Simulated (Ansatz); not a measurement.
# Run report: C₄H₁₃NSi, nudged elastic band (part 1 of 2)

- system: C₄H₁₃NSi
- method: RHF/cc-pVDZ (Ansatz 0.2.0)

One setting was made poor on purpose. It belongs to a series of runs on one base structure; here: band between the two ends. Figures and captions count atoms from 1; the log counts them from 0 in places.

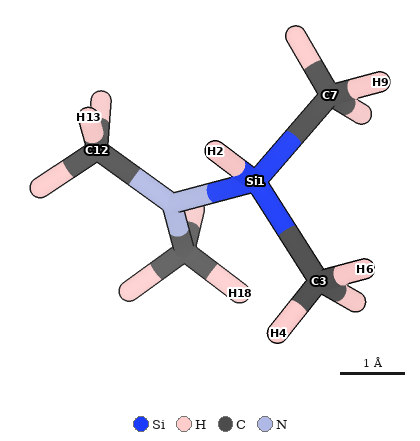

Fig. 1: The input geometry (stick view, seen at a tilt; atoms are numbered from 1 in the order of the input).

**Input file**
```yaml
crystal:
  periodic: [false, false, false]
  atoms:
    - { symbol: Si, position_ang: [0.071431, -0.110813, 0.301672] }
    - { symbol: H, position_ang: [-0.080219, -0.258638, 1.77786] }
    - { symbol: C, position_ang: [1.902615, 0.041315, -0.138296] }
    - { symbol: H, position_ang: [2.443049, -0.877548, 0.103797] }
    - { symbol: H, position_ang: [2.05667, 0.26018, -1.198846] }
    - { symbol: H, position_ang: [2.351129, 0.859547, 0.432976] }
    - { symbol: C, position_ang: [-0.8285, 1.471369, -0.22638] }
    - { symbol: H, position_ang: [-1.889566, 1.427207, 0.036565] }
    - { symbol: H, position_ang: [-0.3978, 2.348807, 0.266113] }
    - { symbol: H, position_ang: [-0.757308, 1.626108, -1.307721] }
    - { symbol: "N", position_ang: [-0.599675, -1.571739, -0.394691] }
    - { symbol: C, position_ang: [-1.784893, -2.182899, 0.168319] }
    - { symbol: H, position_ang: [-1.883994, -1.930288, 1.224762] }
    - { symbol: H, position_ang: [-2.70768, -1.869298, -0.340898] }
    - { symbol: H, position_ang: [-1.726674, -3.274785, 0.095875] }
    - { symbol: C, position_ang: [-0.389868, -1.926515, -1.781301] }
    - { symbol: H, position_ang: [-1.212581, -1.597902, -2.432677] }
    - { symbol: H, position_ang: [0.531882, -1.485022, -2.16351] }
    - { symbol: H, position_ang: [-0.299417, -3.013085, -1.892019] }
basis:
  gaussian: { orbitals: cc-pVDZ }
hamiltonian:
  xc: hf
neb:
  order_check: false
  images: 7
  f_tol: 0.2
  max_iterations: 60
  final_atoms:
    - { symbol: Si, position_ang: [-1.72813361, 0.21773932, 0.49552873] }
    - { symbol: H, position_ang: [2.56918912, 0.27603936, 1.55001635] }
    - { symbol: C, position_ang: [2.76864484, -0.31175164, 0.65253726] }
    - { symbol: H, position_ang: [1.85088302, -0.8073413, 0.33205248] }
    - { symbol: H, position_ang: [3.12577184, 0.34610869, -0.14123526] }
    - { symbol: H, position_ang: [3.52990915, -1.06196388, 0.87120718] }
    - { symbol: C, position_ang: [-1.37084923, 1.60856107, -0.78902492] }
    - { symbol: H, position_ang: [-2.04707198, 1.56019237, -1.65044123] }
    - { symbol: H, position_ang: [-1.51168643, 2.58193575, -0.31087515] }
    - { symbol: H, position_ang: [-0.34292223, 1.56898849, -1.1673791] }
    - { symbol: "N", position_ang: [-1.44625079, -1.23030102, -0.41725531] }
    - { symbol: C, position_ang: [-1.62922699, -2.51742271, 0.23492524] }
    - { symbol: H, position_ang: [-1.9176732, -2.3793165, 1.27623787] }
    - { symbol: H, position_ang: [-2.41030986, -3.10375921, -0.26121685] }
    - { symbol: H, position_ang: [-0.70556584, -3.10563642, 0.21139257] }
    - { symbol: C, position_ang: [-1.06178885, -1.38788637, -1.80765939] }
    - { symbol: H, position_ang: [-1.82776022, -1.94012027, -2.3633838] }
    - { symbol: H, position_ang: [-0.92068062, -0.42701099, -2.29251928] }
    - { symbol: H, position_ang: [-0.12587713, -1.95105372, -1.89130738] }
  initial_path:
    images:
      - { positions_ang: [[0.071431, -0.110813, 0.301672], [-0.080219, -0.258638, 1.77786], [1.902615, 0.041315, -0.138296], [2.443049, -0.877548, 0.103797], [2.05667, 0.26018, -1.198846], [2.351129, 0.859547, 0.432976], [-0.8285, 1.471369, -0.22638], [-1.889566, 1.427207, 0.036565], [-0.3978, 2.348807, 0.266113], [-0.757308, 1.626108, -1.307721], [-0.599675, -1.571739, -0.394691], [-1.784893, -2.182899, 0.168319], [-1.883994, -1.930288, 1.224762], [-2.70768, -1.869298, -0.340898], [-1.726674, -3.274785, 0.095875], [-0.389868, -1.926515, -1.781301], [-1.212581, -1.597902, -2.432677], [0.531882, -1.485022, -2.16351], [-0.299417, -3.013085, -1.892019]] }
      - { positions_ang: [[0.05212378, -0.08178976, 0.22510502], [0.1377465, -0.18826646, 1.69619282], [1.92640542, 0.03813285, 0.02509668], [2.42120215, -0.91192342, 0.17623587], [2.05244931, 0.33267011, -1.01505237], [2.42473454, 0.78430621, 0.63583941], [-0.84699445, 1.483079, -0.32883933], [-1.90538145, 1.38355033, -0.19195125], [-0.52106027, 2.33866942, 0.23544225], [-0.6672337, 1.69302493, -1.36836303], [-0.66201167, -1.55186243, -0.44593308], [-1.73397088, -2.22416835, 0.21251427], [-1.71405573, -1.99049028, 1.26208662], [-2.69668738, -1.92856715, -0.18027619], [-1.65233408, -3.30950036, 0.09042797], [-0.49201144, -1.90661669, -1.84230022], [-1.31108403, -1.52697606, -2.46663549], [0.44534168, -1.50185137, -2.23404188], [-0.45857731, -2.99541952, -1.95394808]] }
      - { positions_ang: [[0.03281655, -0.05276653, 0.14853805], [0.35571199, -0.11789493, 1.61452565], [1.95019584, 0.03495071, 0.18848936], [2.39935529, -0.94629884, 0.24867474], [2.04822862, 0.40516023, -0.83125874], [2.49834009, 0.70906542, 0.83870282], [-0.86548889, 1.494789, -0.43129865], [-1.9211969, 1.33989367, -0.42046751], [-0.64432054, 2.32853184, 0.2047715], [-0.57715939, 1.75994187, -1.42900506], [-0.72434834, -1.53198587, -0.49717516], [-1.68304877, -2.2654377, 0.25670955], [-1.54411745, -2.05069256, 1.29941124], [-2.68569475, -1.98783629, -0.01965439], [-1.57799416, -3.34421572, 0.08498095], [-0.59415488, -1.88671838, -1.90329943], [-1.40958705, -1.45605013, -2.50059398], [0.35880136, -1.51868074, -2.30457376], [-0.61773762, -2.97775404, -2.01587716]] }
      - { positions_ang: [[0.01350933, -0.02374329, 0.07197107], [0.57367749, -0.04752339, 1.53285847], [1.97398626, 0.03176856, 0.35188205], [2.37750844, -0.98067427, 0.32111361], [2.04400793, 0.47765034, -0.6474651], [2.57194563, 0.63382462, 1.04156623], [-0.88398334, 1.506499, -0.53375798], [-1.93701234, 1.296237, -0.64898376], [-0.76758082, 2.31839426, 0.17410074], [-0.48708509, 1.8268588, -1.48964709], [-0.78668501, -1.5121093, -0.54841724], [-1.63212665, -2.30670706, 0.30090482], [-1.37417918, -2.11089484, 1.33673586], [-2.67470213, -2.04710544, 0.14096742], [-1.50365424, -3.37893107, 0.07953392], [-0.69629832, -1.86682007, -1.96429865], [-1.50809008, -1.38512419, -2.53455247], [0.27226104, -1.5355101, -2.37510564], [-0.77689794, -2.96008857, -2.07780625]] }
      - { positions_ang: [[-0.00579789, 0.00527995, -0.00459591], [0.79164298, 0.02284815, 1.45119129], [1.99777669, 0.02858642, 0.51527473], [2.35566158, -1.01504969, 0.39355248], [2.03978723, 0.55014046, -0.46367147], [2.64555118, 0.55858383, 1.24442964], [-0.90247778, 1.518209, -0.63621731], [-1.95282779, 1.25258033, -0.87750001], [-0.89084109, 2.30825668, 0.14342999], [-0.39701079, 1.89377573, -1.55028912], [-0.84902167, -1.49223274, -0.59965932], [-1.58120453, -2.34797641, 0.34510009], [-1.20424091, -2.17109712, 1.37406048], [-2.6637095, -2.10637459, 0.30158922], [-1.42931432, -3.41364643, 0.07408689], [-0.79844176, -1.84692176, -2.02529787], [-1.6065931, -1.31419826, -2.56851096], [0.18572072, -1.55233947, -2.44563753], [-0.93605825, -2.94242309, -2.13973533]] }
      - { positions_ang: [[-0.43638182, 0.05839479, 0.12043525], [1.23602952, 0.08614595, 1.47589756], [2.19049373, -0.0564981, 0.54959036], [2.22946694, -0.96312259, 0.37817748], [2.31128339, 0.49913252, -0.38306242], [2.86664067, 0.1534469, 1.15112403], [-1.01957064, 1.54079702, -0.67441921], [-1.97638884, 1.32948334, -1.07073532], [-1.04605242, 2.37667645, 0.0298537], [-0.38348865, 1.81257892, -1.45456161], [-0.99832895, -1.42674981, -0.55405832], [-1.59321014, -2.39033798, 0.31755638], [-1.38259898, -2.22315197, 1.34960483], [-2.60035959, -2.35572074, 0.1608877], [-1.2483772, -3.33664393, 0.10841331], [-0.86427853, -1.73216291, -1.97088825], [-1.66188488, -1.47067876, -2.51722917], [-0.09087962, -1.27100735, -2.40735797], [-0.73351297, -2.69458075, -2.07762834]] }
      - { positions_ang: [[-0.86696575, 0.11150963, 0.24546641], [1.68041605, 0.14944375, 1.50060382], [2.38321076, -0.14158261, 0.58390599], [2.1032723, -0.91119549, 0.36280248], [2.58277954, 0.44812457, -0.30245337], [3.08773016, -0.25169003, 1.05781841], [-1.1366635, 1.56338503, -0.71262111], [-1.99994989, 1.40638635, -1.26397062], [-1.20126376, 2.44509622, -0.08372258], [-0.36996651, 1.73138211, -1.35883411], [-1.14763623, -1.36126688, -0.50845731], [-1.60521576, -2.43269956, 0.29001267], [-1.56095705, -2.27520681, 1.32514918], [-2.53700968, -2.6050669, 0.02018619], [-1.06744008, -3.25964142, 0.14273973], [-0.93011531, -1.61740407, -1.91647863], [-1.71717666, -1.62715926, -2.46594738], [-0.36747995, -0.98967523, -2.36907841], [-0.53096769, -2.44673841, -2.01552135]] }
      - { positions_ang: [[-1.29754968, 0.16462448, 0.37049757], [2.12480258, 0.21274156, 1.52531009], [2.5759278, -0.22666713, 0.61822162], [1.97707766, -0.8592684, 0.34742748], [2.85427569, 0.39711663, -0.22184431], [3.30881966, -0.65682696, 0.9645128], [-1.25375636, 1.58597305, -0.75082301], [-2.02351093, 1.48328936, -1.45720593], [-1.35647509, 2.51351598, -0.19729887], [-0.35644437, 1.6501853, -1.2631066], [-1.29694351, -1.29578395, -0.46285631], [-1.61722137, -2.47506114, 0.26246895], [-1.73931512, -2.32726166, 1.30069352], [-2.47365977, -2.85441306, -0.12051533], [-0.88650296, -3.18263892, 0.17706615], [-0.99595208, -1.50264522, -1.86206901], [-1.77246844, -1.78363977, -2.41466559], [-0.64408028, -0.70834311, -2.33079884], [-0.32842241, -2.19889607, -1.95341436]] }
      - { positions_ang: [[-1.72813361, 0.21773932, 0.49552873], [2.56918912, 0.27603936, 1.55001635], [2.76864484, -0.31175164, 0.65253726], [1.85088302, -0.8073413, 0.33205248], [3.12577184, 0.34610869, -0.14123526], [3.52990915, -1.06196388, 0.87120718], [-1.37084923, 1.60856107, -0.78902492], [-2.04707198, 1.56019237, -1.65044123], [-1.51168643, 2.58193575, -0.31087515], [-0.34292223, 1.56898849, -1.1673791], [-1.44625079, -1.23030102, -0.41725531], [-1.62922699, -2.51742271, 0.23492524], [-1.9176732, -2.3793165, 1.27623787], [-2.41030986, -3.10375921, -0.26121685], [-0.70556584, -3.10563642, 0.21139257], [-1.06178885, -1.38788637, -1.80765939], [-1.82776022, -1.94012027, -2.3633838], [-0.92068062, -0.42701099, -2.29251928], [-0.12587713, -1.95105372, -1.89130738]] }
```

Run on 4 threads of Arm Neoverse V2, 24 GiB of memory available, shared host.

Run as:
```bash
ansatz run input.yaml --threads 4 --pin off --max-ram 5120MiB --backend cpu --events-out ev --progress --plain --runs-dir out
```

**Output**
```
Engine: ansatz 0.2.0, aarch64-unknown-linux-gnu
Functional definition: HF
  exchange = exact_x
  correlation = 0
1651 factors; integrals over basis functions are off by at most 3.9e-4 eV
mean field evaluation 1: about -13668.3211 eV, gradient 3.7e1 eV
mean field evaluation 2: about -13668.5364 eV, gradient 3.7e1 eV
mean field evaluation 4: about -13672.4671 eV, gradient 4.5e0 eV
mean field evaluation 8: about -13672.5289 eV, gradient 1.4e-4 eV
mean field -13672.52894004 eV, -502.4561709735 hartree, gradient 2.0e-5 eV, S^2 0.000000; 0 other end points of the search recorded, 0 dependent functions left out
the calculation of the forces begins
reference -13672.52894004 eV, -502.4561709735 hartree; 29, 29 occupied and 124, 124 virtual orbitals, 1651 factors
1651 factors; integrals over basis functions are off by at most 6.1e-4 eV
mean field evaluation 16: about -13671.1967 eV, gradient 1.6e0 eV
mean field -13671.20552432 eV, -502.4075363427 hartree, gradient 1.5e-5 eV, S^2 0.000000; 0 other end points of the search recorded, 0 dependent functions left out
[... from here on the field's lines of each further geometry are left out, up to the last ...]
NEB iter   1: max|band force component| = 1.730e1 eV/Å  barrier→ = 8.7764 eV  barrier← = 7.4530 eV  Δτ_max = 0.2000 Å  (322 SCF iters)
NEB iter   2: max|band force component| = 2.656e0 eV/Å  barrier→ = 4.1227 eV  barrier← = 2.7993 eV  Δτ_max = 0.2000 Å  (223 SCF iters)
NEB iter   3: max|band force component| = 1.349e0 eV/Å  barrier→ = 4.1361 eV  barrier← = 2.8127 eV  Δτ_max = 0.2000 Å  (226 SCF iters)
NEB iter   4: max|band force component| = 1.017e0 eV/Å  barrier→ = 4.2682 eV  barrier← = 2.9448 eV  Δτ_max = 0.2000 Å  (226 SCF iters)
NEB iter   5: max|band force component| = 9.166e0 eV/Å  barrier→ = 4.1693 eV  barrier← = 2.8459 eV  Δτ_max = 0.1010 Å  (225 SCF iters)
NEB iter   6: max|band force component| = 1.479e0 eV/Å  barrier→ = 3.9299 eV  barrier← = 2.6065 eV  Δτ_max = 0.2000 Å  (225 SCF iters)
NEB iter   7: max|band force component| = 3.003e0 eV/Å  barrier→ = 2.8557 eV  barrier← = 1.5323 eV  CI = image 4  Δτ_max = 0.1992 Å  (222 SCF iters)
NEB iter   8: max|band force component| = 2.773e0 eV/Å  barrier→ = 3.1496 eV  barrier← = 1.8261 eV  CI = image 4  Δτ_max = 0.1965 Å  (224 SCF iters)
NEB iter   9: max|band force component| = 2.395e0 eV/Å  barrier→ = 3.5869 eV  barrier← = 2.2635 eV  CI = image 4  Δτ_max = 0.1994 Å  (221 SCF iters)
NEB iter  10: max|band force component| = 2.247e0 eV/Å  barrier→ = 3.9184 eV  barrier← = 2.5950 eV  CI = image 4  Δτ_max = 0.2000 Å  (221 SCF iters)
NEB iter  11: max|band force component| = 1.323e0 eV/Å  barrier→ = 4.2491 eV  barrier← = 2.9257 eV  CI = image 4  Δτ_max = 0.1976 Å  (220 SCF iters)
NEB iter  12: max|band force component| = 6.568e-1 eV/Å  barrier→ = 4.2051 eV  barrier← = 2.8817 eV  CI = image 4  Δτ_max = 0.1981 Å  (218 SCF iters)
NEB iter  13: max|band force component| = 3.010e-1 eV/Å  barrier→ = 4.1403 eV  barrier← = 2.8169 eV  CI = image 4  Δτ_max = 0.1964 Å  (222 SCF iters)
the calculation of the forces begins
reference -13671.19877982 eV, -502.4072884871 hartree; 29, 29 occupied and 124, 124 virtual orbitals, 1651 factors
1651 factors; integrals over basis functions are off by at most 1.0e-3 eV
mean field evaluation 832: about -13667.6766 eV, gradient 1.6e1 eV
mean field -13668.42030477 eV, -502.3051814123 hartree, gradient 2.4e-5 eV, S^2 0.000000; 1 other end points of the search recorded, 0 dependent functions left out
the calculation of the forces begins
reference -13668.42030477 eV, -502.3051814123 hartree; 29, 29 occupied and 124, 124 virtual orbitals, 1651 factors
NEB iter  14: max|band force component| = 1.645e-1 eV/Å  barrier→ = 4.1086 eV  barrier← = 2.7852 eV  CI = image 4  Δτ_max = 0.0000 Å  (463 SCF iters)
```

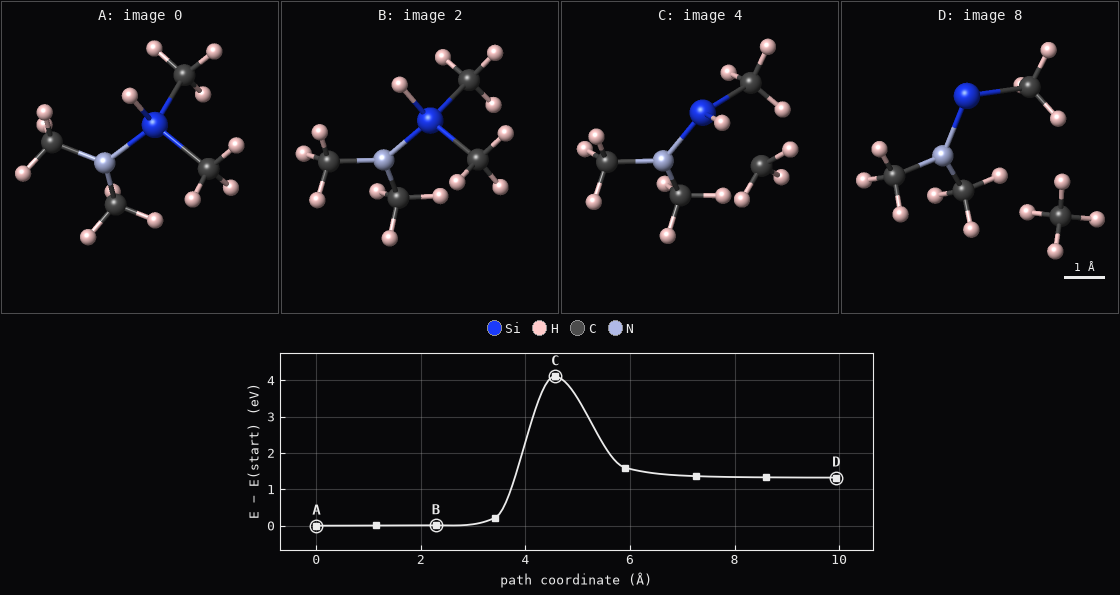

Fig. 2: Images of the last band (counted from 0; ball-and-stick, seen at a tilt) above the energy along the path; the line is a cubic interpolation that uses the forces. The highest image is number 4, 4.109 eV above the start and 2.785 eV above the end (the climbing image); the end lies 1.323 eV above the start. The path is 9.94 Å long. The band converged in 14 iterations.
